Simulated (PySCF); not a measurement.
```xyz
2

Au    0.0000    0.0000   -0.9960
I     0.0000    0.0000    1.5460
```

Core potentials replace the inner electrons of Au and I.

Level of theory: PBE0/cc-pVDZ(-PP), non-relativistic Hamiltonian with scalar-relativistic core potentials where named, at a bond length of 2.542 Å in PySCF 2.14.0.

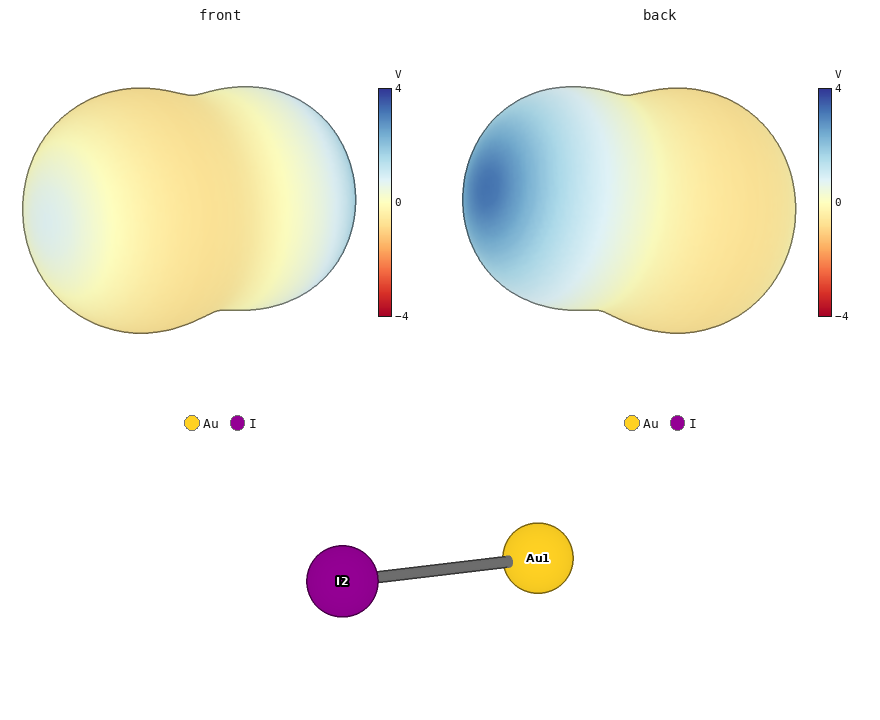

AuI. The molecular electrostatic potential painted on the density surface at 0.002 e/bohr³, seen from the front and from behind; red is negative and blue positive. The bare structure is drawn below in the same view.

Question: Describe the electrostatic potential map.

Answer: The most negative region (about −0.7 V, or −16 kcal/mol for a unit charge) lies over I2, the most positive (about +3.1 V, or +71 kcal/mol for a unit charge) over Au1. I2 shows a σ-hole: about +0.7 V, or +16 kcal/mol for a unit charge at the tip opposite its bond, against about −0.6 V, or −14 kcal/mol for a unit charge on its flanks.
